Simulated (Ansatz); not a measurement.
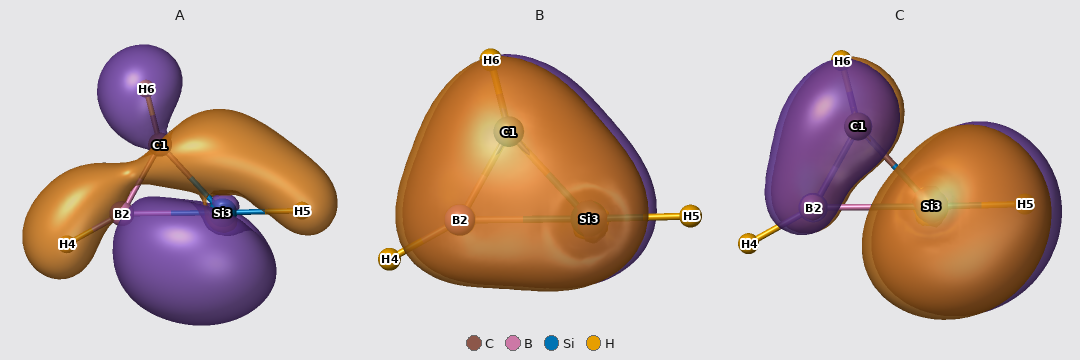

Figure. CH3BSi. Three frontier orbitals at ±0.08 Å⁻³ᐟ² (orange and purple are the two phases), in no order.

Geometry: r2SCAN-D4/def2-TZVP.

The calculation used isolated molecule in a Gaussian basis; Kohn-Sham density functional theory, functional PBE0 in Ansatz.

| atom | x (Å) | y (Å) | z (Å) |
| --- | --- | --- | --- |
| C | -2.1588 | 2.1503 | -0.1901 |
| B | -1.7216 | 0.9166 | 0.5051 |
| Si | -1.1011 | 1.2743 | -1.2502 |
| H | -1.7647 | 0.2389 | 1.4762 |
| H | -0.6265 | 1.5777 | -2.6321 |
| H | -2.7959 | 2.9978 | 0.0325 |

> Which picture is the HOMO−1, the HOMO and the LUMO?

B is the HOMO−1 (−7.98 eV). It lies mainly on C1 (about 40 %), Si3 (about 30 %) and B2 (about 25 %); it changes sign across the molecular plane (π type); π-bonding across C1–B2, C1–Si3 and B2–Si3. A is the HOMO (−7.11 eV). Its weight (Hirshfeld) is mainly on Si3 (about 50 %), B2 (about 20 %) and C1 (about 15 %); it is symmetric in the molecular plane (an in-plane orbital: σ, lone-pair or in-plane π type). C is the LUMO (−1.60 eV). By Hirshfeld shares it lies mainly on Si3 (about 65 %), C1 (about 15 %), B2 (about 10 %) and H5 (about 10 %); it changes sign across the molecular plane (π type); π-bonding across C1–B2.

> What is the HOMO–LUMO gap?

5.51 eV between the orbital energies.
